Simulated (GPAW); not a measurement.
**CdSe (Cadmoselite): G0W0 on several meshes in GPAW**

Aim: the GW shift of CdSe (Cadmoselite) against the k mesh.

Calculated with GPAW 26.7.0; LDA and many-body steps on it, plane waves.

The database entry behind the starting cell differs from later determinations by our own check (inner coordinate of an old entry), so it need not match the best structure at ambient conditions.

## (1) Set-up

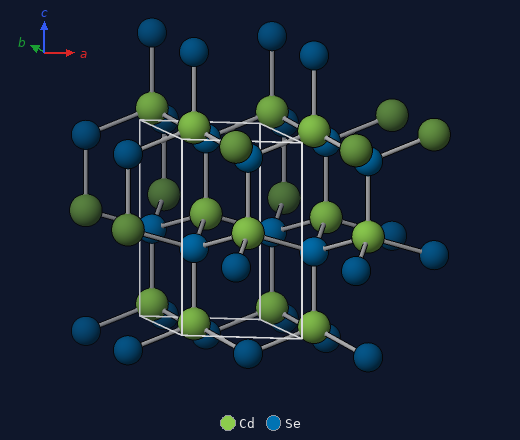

Start, viewed slightly off an axis; cadmium green, selenium blue. 2×2×1 cells are drawn. Some periodic images of atoms are drawn too.

Coordinates:

```
Cd Se
1.0
     4.30000    0.00000    0.00000
    -2.15000    3.72391    0.00000
     0.00000    0.00000    7.02000
Cd Se
2 2
Direct
  0.33333 0.66667 0.00000
  0.66667 0.33333 0.50000
  0.33333 0.66667 0.38500
  0.66667 0.33333 0.88500
```

The cell and positions come from the Crystallography Open Database and are kept as given unless a step says otherwise.

## (2) Empty states on the mesh, 3×3×2 mesh, 1018 bands

This step: GPAW 26.7.0; DFT, LDA, plane waves, PAW.

The sums over transitions need many empty states on a uniform mesh; this step solves for them.

run.py

```python
import json
import numpy as np
from gpaw.mpi import world
from gpaw import GPAW

calc = GPAW('gs.gpw').fixed_density(kpts={'size': (3, 3, 2), 'gamma': True},
    parallel={'domain': 1, 'band': 1},
    txt='nscf.txt')
calc.diagonalize_full_hamiltonian(nbands=1018)
calc.write('full.gpw', mode='all')
res = {}
kpts = calc.get_ibz_k_points()
res['kpts'] = kpts
res['eigenvalues'] = [calc.get_eigenvalues(kpt=k) for k in range(len(kpts))]
res['n_electrons'] = calc.get_number_of_electrons()

if world.rank == 0:
    with open('result.json', 'w') as f:
        json.dump(res, f, default=lambda x: x.tolist())
```

The run is started by

```bash
$ mpirun -n 4 gpaw python run.py
```

Numbers of over 12 decimals in the logs are rounded to 6 here.

The log of the run:

```text
Diagonalizing LCAO Hamiltonian
Converting LCAO to pw mode
convergence criteria:
- Maximum integral of absolute [eigenst]ate change: 4e-08 eV^2 / valence electron
maximum number of iterations: 100

SCF iterations
|iter     |     time |      energy | eigst |  dens |
|iter:   1|  |             | +0.48 |       |
|iter:   2|  |             | -1.13 |       |
|iter:   3|  |             | -2.13 |       |
[...]
|iter:   8|  |             | -6.30 |       |
|iter:   9|  |             | -7.21 |       |
|iter:  10|  |             | -7.82c|       |
SCF steps: 10
  __  _  _
 | _ |_)|_||  |
 |__||  | ||/\| - 26.7.0

Input parameters:
  mode=PW(ecut=450.000000),
  convergence={'density': 1e-06, 'bands': -3},
  gpts=array([24, 24, 35]),
  kpts=MonkhorstPack(size=(3, 3, 2), gamma=True),
  maxiter=100,
  nbands=26,
  occupations=Occupations(name='fermi-dirac', width=0.001, fixmagmom=False),
  parallel={'domain': 1, 'band': 1},
  xc=XC(name='LDA')
Matrix size: 2431x2431
# Writing to full.gpw (mode='all')
  [... matrices ...]

timing:  # [seconds]
  Total: 24.821  # ━━━━━━━━━━━━━━━━━━━━━━━━━━━━━━━━━━━━━━━━━━━━━━━━━━━━━━━━━━
```

The job ended after 31 s (4 MPI ranks of AMD EPYC 7R43, shared host; peak memory 2.4 GiB).

This step gave:

- gap: 0.4228 eV
- k of the valence top: 0, 0, 0
- k of the conduction bottom: 0, 0, 0
- least direct gap: 0.4228 eV
- k points computed: 6
- lowest point of the top converged band, above the valence top: 238.5141 eV

On this mesh the gap is 0.423 eV.

## (3) 3×3×2

G0W0 replaces the xc potential by the self-energy, built once from these orbitals. Only a window of levels is corrected, while the sums run over the empty bands that the input names.

This step: G0W0 on LDA, plane waves, PAW.

run.py

```python
import json
import numpy as np
from gpaw.mpi import world
from gpaw.response.g0w0 import G0W0

gw = G0W0('full.gpw',
    filename='gw',
    kpts=[0],
    bands=(16, 20),
    ecut=75,
    nbands=165,
    integrate_gamma='WS',
    ppa=True)
gw.calculate()
res = {mode: {k: v for k, v in r.items() if k != 'sigma_eskwn'}
       for mode, r in gw.all_results.items()}

if world.rank == 0:
    with open('result.json', 'w') as f:
        json.dump(res, f, default=lambda x: x.tolist())
```

The run is started by

```bash
$ mpirun -n 4 gpaw python run.py
```

The log of the run:

```text
Using integrator: PointIntegrator
FrequencyGridDescriptor(from 0.000+0.000j to 0.000+27.211j eV, 2 points)
Nonperiodic BCs:  [False False False]
Using integrator: PointIntegrator
FrequencyGridDescriptor(from 0.000+0.000j to 0.000+27.211j eV, 2 points)
Nonperiodic BCs:  [False False False]
  ___  _ _ _
 |   || | | |
 | | || | | |
 |__ ||_____|
 |___|

BZ k-points: Symmetries present (total): 6

  [... matrices ...]
18 k-points: 3 x 3 x 2 Monkhorst-Pack grid + [0.000000,0.000000,1/4]
6 k-points in the irreducible part of the Brillouin zone
       k-points in crystal coordinates                weights
   0:     0.00000000    0.00000000    0.00000000          1/18
   1:     0.00000000    0.00000000    0.50000000          1/18
   2:     0.33333333    0.00000000    0.00000000          6/18
   3:     0.33333333    0.00000000    0.50000000          6/18
   4:     0.33333333    0.33333333    0.00000000          2/18
   5:     0.33333333    0.33333333    0.50000000          2/18

Distributing spins, k-points and bands (1 x 1 x 4) over 4 processes
Number of blocks: 1

Quasi particle states:
k-points (IBZ indices): [0]
Band range: (16, 20)
  [... matrices ...]
Computational parameters:
Plane wave cut-off: 75 eV
Number of bands: 165
Coulomb cutoff: None
Broadening: 0.1 eV

fxc modes: GW
Kernel: RPA
Using Godby-Needs plasmon-pole approximation:
  Fitting energy: i*E0, E0 = 1.000 Hartree
Summing all q:

Calculating screened Coulomb potential
No Coulomb truncation
FrequencyGridDescriptor(from 0.000+0.000j to 0.000+27.211j eV, 2 points)
Removing empty qpoint cache files...

Calculating chi0 body with:
    Ground state adapter containing:
    Number of spins: 1
    Number of kpoints: 18
    Number of irreducible kpoints: 6
    Number of completely occupied states: 18
    Number of partially occupied states: 18
    Occupied states memory: 5.537109375 M / cpu

    Linear response parametrization:
    q_c: [0.0, 0.0, 0.0]
    Number of frequency points: 2
    Planewave cutoff: 75.0
    Number of bands: 165
    Number of planewaves: 147
    Broadening (eta): 1e-06
    comm.size: 4
    kncomm.size: 4
    blockcomm.size: 1

    Memory estimate of potentially large arrays:
        chi0_wGG: 0.659454 M / cpu
Integrating chi0 body.

Symmetries of q_c:
    Direct symmetries (Uq -> q): 6
    Indirect symmetries (TUq -> q): 6
In total 12 allowed symmetries.

  [... matrices ...]
6 groups of equivalent kpoints. 66.666667% reduction.

Integral kind: response function
Integrating chi0 head and wings.

Symmetries of q_c:
    Direct symmetries (Uq -> q): 6
    Indirect symmetries (TUq -> q): 6
In total 12 allowed symmetries.

  [... matrices ...]
6 groups of equivalent kpoints. 66.666667% reduction.

Integral kind: response function wings

Calculating chi0 body with:
    Ground state adapter containing:
    Number of spins: 1
    Number of kpoints: 18
    Number of irreducible kpoints: 6
    Number of completely occupied states: 18
    Number of partially occupied states: 18
    Occupied states memory: 5.537109375 M / cpu

[... the further q-points ...]

Results:
f:      Occupation numbers
eps:     KS-eigenvalues [eV]
vxc:     KS vxc [eV]
exx:     Exact exchange [eV]
sigma:   Self-energies [eV]
dsigma:  Self-energy derivatives
Z:       Renormalization factors
qp:      QP-energies [eV]

k-point 0 (0): (0.000, 0.000, 0.000)                GW
band       f     eps     vxc     exx   sigma  dsigma       Z      qp
                                                                   GW
  16   1.000   3.318 -17.911 -20.309   2.279  -0.270   0.787   3.224
  17   1.000   3.318 -17.911 -20.309   2.279  -0.270   0.787   3.224
  18   0.000   3.741 -13.595  -9.392  -3.296  -0.242   0.805   4.472
  19   0.000   5.208 -13.016  -8.331  -3.744  -0.243   0.804   5.965
```

It took 30 s on 4 MPI ranks; peak memory 1.4 GiB; 2 min of CPU time.

This step gave:

```yaml
g0w0_gap_on_the_points_computed: 1.248 eV
least_direct_g0w0_gap_on_the_computed_points: 1.248 eV
z_at_the_valence_top: 0.7871
z_at_the_conduction_bottom: 0.8053
starting_gap_on_the_mesh: 0.4228 eV
k_of_the_valence_top: 0, 0, 0
k_of_the_conduction_bottom: 0, 0, 0
```

The gap on the mesh goes from 0.42 eV to 1.25 eV, a correction of +0.82 eV.

## (4) Empty states on the mesh, 6×6×4 mesh, 175 bands

This step: DFT, LDA, plane waves, PAW.

run.py

```python
import json
import numpy as np
from gpaw.mpi import world
from gpaw import GPAW

calc = GPAW('gs.gpw').fixed_density(kpts={'size': (6, 6, 4), 'gamma': True},
    parallel={'domain': 1, 'band': 1},
    txt='nscf.txt')
calc.diagonalize_full_hamiltonian(nbands=175)
calc.write('full.gpw', mode='all')
res = {}
kpts = calc.get_ibz_k_points()
res['kpts'] = kpts
res['eigenvalues'] = [calc.get_eigenvalues(kpt=k) for k in range(len(kpts))]
res['n_electrons'] = calc.get_number_of_electrons()

if world.rank == 0:
    with open('result.json', 'w') as f:
        json.dump(res, f, default=lambda x: x.tolist())
```

The run is started by

```bash
$ mpirun -n 4 gpaw python run.py
```

The log of the run:

```text
Diagonalizing LCAO Hamiltonian
Converting LCAO to pw mode
convergence criteria:
- Maximum integral of absolute [eigenst]ate change: 4e-08 eV^2 / valence electron
maximum number of iterations: 100

SCF iterations
|iter     |     time |      energy | eigst |  dens |
|iter:   1|  |             | +0.46 |       |
|iter:   2|  |             | -1.15 |       |
|iter:   3|  |             | -2.29 |       |
[...]
|iter:   7|  |             | -6.03 |       |
|iter:   8|  |             | -6.90 |       |
|iter:   9|  |             | -7.55c|       |
SCF steps: 9
  __  _  _
 | _ |_)|_||  |
 |__||  | ||/\| - 26.7.0

Input parameters:
  mode=PW(ecut=450.000000),
  convergence={'density': 1e-06, 'bands': -3},
  gpts=array([24, 24, 35]),
  kpts=MonkhorstPack(size=(6, 6, 4), gamma=True),
  maxiter=100,
  nbands=26,
  occupations=Occupations(name='fermi-dirac', width=0.001, fixmagmom=False),
  parallel={'domain': 1, 'band': 1},
  xc=XC(name='LDA')
Matrix size: 2472x2472
# Writing to full.gpw (mode='all')
  [... matrices ...]

timing:  # [seconds]
  Total: 59.020  # ━━━━━━━━━━━━━━━━━━━━━━━━━━━━━━━━━━━━━━━━━━━━━━━━━━━━━━━━━━
```

Elapsed: 70 s, on 4 MPI ranks; peak memory 2.8 GiB; 4.6 min of CPU time.

This step gave:

| Property | Result |
| --- | --- |
| gap | 0.4228 eV |
| k of the valence top | 0, 0, 0 |
| k of the conduction bottom | 0, 0, 0 |
| least direct gap | 0.4228 eV |
| k points computed | 24 |
| lowest point of the top converged band, above the valence top | 63.9953 eV |

On this mesh the gap is 0.423 eV.

## (5) 6×6×4

This step: G0W0 on LDA, plane waves, PAW.

run.py

```python
import json
import numpy as np
from gpaw.mpi import world
from gpaw.response.g0w0 import G0W0

gw = G0W0('full.gpw',
    filename='gw',
    kpts=[0],
    bands=(16, 20),
    ecut=75,
    nbands=165,
    integrate_gamma='WS',
    ppa=True)
gw.calculate()
res = {mode: {k: v for k, v in r.items() if k != 'sigma_eskwn'}
       for mode, r in gw.all_results.items()}

if world.rank == 0:
    with open('result.json', 'w') as f:
        json.dump(res, f, default=lambda x: x.tolist())
```

The run is started by

```bash
$ mpirun -n 4 gpaw python run.py
```

The log of the run:

```text
Using integrator: PointIntegrator
FrequencyGridDescriptor(from 0.000+0.000j to 0.000+27.211j eV, 2 points)
Nonperiodic BCs:  [False False False]
Using integrator: PointIntegrator
FrequencyGridDescriptor(from 0.000+0.000j to 0.000+27.211j eV, 2 points)
Nonperiodic BCs:  [False False False]
  ___  _ _ _
 |   || | | |
 | | || | | |
 |__ ||_____|
 |___|

BZ k-points: Symmetries present (total): 6

  [... matrices ...]
144 k-points: 6 x 6 x 4 Monkhorst-Pack grid + [1/12,1/12,1/8]
24 k-points in the irreducible part of the Brillouin zone
       k-points in crystal coordinates                weights
   0:     0.00000000    0.00000000    0.00000000          1/144
   1:     0.00000000    0.00000000    0.25000000          2/144
   2:     0.00000000    0.00000000    0.50000000          1/144
[...]
9:     0.33333333   -0.16666667    0.50000000          6/144
          ...
  23:     0.50000000    0.50000000    0.50000000          3/144

Distributing spins, k-points and bands (1 x 1 x 4) over 4 processes
Number of blocks: 1

Quasi particle states:
k-points (IBZ indices): [0]
Band range: (16, 20)
  [... matrices ...]
Computational parameters:
Plane wave cut-off: 75 eV
Number of bands: 165
Coulomb cutoff: None
Broadening: 0.1 eV

fxc modes: GW
Kernel: RPA
Using Godby-Needs plasmon-pole approximation:
  Fitting energy: i*E0, E0 = 1.000 Hartree
Summing all q:

Calculating screened Coulomb potential
No Coulomb truncation
FrequencyGridDescriptor(from 0.000+0.000j to 0.000+27.211j eV, 2 points)
Removing empty qpoint cache files...

Calculating chi0 body with:
    Ground state adapter containing:
    Number of spins: 1
    Number of kpoints: 144
    Number of irreducible kpoints: 24
    Number of completely occupied states: 18
    Number of partially occupied states: 18
    Occupied states memory: 5.537109375 M / cpu

    Linear response parametrization:
    q_c: [1.3877787807814457e-17, 1.3877787807814457e-17, 0.0]
    Number of frequency points: 2
    Planewave cutoff: 75.0
    Number of bands: 165
    Number of planewaves: 147
    Broadening (eta): 1e-06
    comm.size: 4
    kncomm.size: 4
    blockcomm.size: 1

    Memory estimate of potentially large arrays:
        chi0_wGG: 0.659454 M / cpu
Integrating chi0 body.

Symmetries of q_c:
    Direct symmetries (Uq -> q): 6
    Indirect symmetries (TUq -> q): 6
In total 12 allowed symmetries.

  [... matrices ...]
24 groups of equivalent kpoints. 83.333333% reduction.

Integral kind: response function
Integrating chi0 head and wings.

Symmetries of q_c:
    Direct symmetries (Uq -> q): 6
    Indirect symmetries (TUq -> q): 6
In total 12 allowed symmetries.

  [... matrices ...]
24 groups of equivalent kpoints. 83.333333% reduction.

Integral kind: response function wings

Calculating chi0 body with:
    Ground state adapter containing:
    Number of spins: 1
    Number of kpoints: 144
    Number of irreducible kpoints: 24
    Number of completely occupied states: 18
    Number of partially occupied states: 18
[... the further q-points ...]

Results:
f:      Occupation numbers
eps:     KS-eigenvalues [eV]
vxc:     KS vxc [eV]
exx:     Exact exchange [eV]
sigma:   Self-energies [eV]
dsigma:  Self-energy derivatives
Z:       Renormalization factors
qp:      QP-energies [eV]

k-point 0 (0): (0.000, 0.000, 0.000)                GW
band       f     eps     vxc     exx   sigma  dsigma       Z      qp
                                                                   GW
  16   1.000   3.318 -17.911 -19.985   1.943  -0.264   0.791   3.214
  17   1.000   3.318 -17.911 -19.985   1.943  -0.264   0.791   3.214
  18   0.000   3.741 -13.595  -9.973  -2.726  -0.233   0.811   4.468
  19   0.000   5.208 -13.016  -8.650  -3.414  -0.235   0.810   5.979
```

Elapsed: 8.1 min, on 4 MPI ranks; peak memory 2.2 GiB; 32 min of CPU time.

Numbers from this step:

```yaml
g0w0_gap_on_the_points_computed: 1.254 eV
least_direct_g0w0_gap_on_the_computed_points: 1.254 eV
z_at_the_valence_top: 0.7911
z_at_the_conduction_bottom: 0.8110
starting_gap_on_the_mesh: 0.4228 eV
k_of_the_valence_top: 0, 0, 0
k_of_the_conduction_bottom: 0, 0, 0
```

Against G0W0 in GPAW (3×3×2 mesh, 165 bands, screening to 75 eV, Godby-Needs plasmon pole), the gap moves by +0.006 eV.

## (6) Side by side

Times are wall times on 4 MPI ranks of AMD EPYC 7R43, shared host, good to a factor of about two.

```csv
run,mesh,bands,screening cutoff (eV),DFT gap (eV),gap on the mesh (eV),direct (eV),time
3×3×2,3×3×2,165,75,0.423,1.248,1.248,30 s
6×6×4,6×6×4,165,75,0.423,1.254,1.254,8.1 min
```

## (7) Outcome

| Property | Result |
| --- | --- |
| 3×3×2 | 1.248 eV |
| 6×6×4 | 1.254 eV |
| known limits | not at the basis limit; no spin-orbit coupling; coarse k mesh |

What this shows: 6×6×4: +0.006 eV against 3×3×2. Bands and cutoff are finite, so the gap is not at the basis limit. The miss can reach some tenths of an eV and take either sign; the mesh is an error of its own. These stock PAW sets were not made for GW; the filled d or f shell of Se lies in the frozen core, which bears on start and correction. In the G0W0 runs levels were corrected at 1 k point alone, so a gap called «on the mesh» is the least over those, and an edge elsewhere would be missed. The 3×3×2 mesh is coarse for this cell, which bears on the long-range parts of exchange and screening. The many-body steps are scalar-relativistic: spin-orbit coupling is not in them.

[Paths, hosts, dates, memory and timing lines, banners, echoed tables and standing remarks are left out of the program output.]

[Logs are printed without paths, hosts, clocks, repeated set-up lines and the standing remarks that a program may print on its own settings, such as how far it seeks lower states.]

[Runs of the session that timed out or met a known fault of the program may be left out.]

[Hosts, paths, dates, database ids (printed as entryN), source tags and the programs' standing remarks are cut or masked in the printed files.]
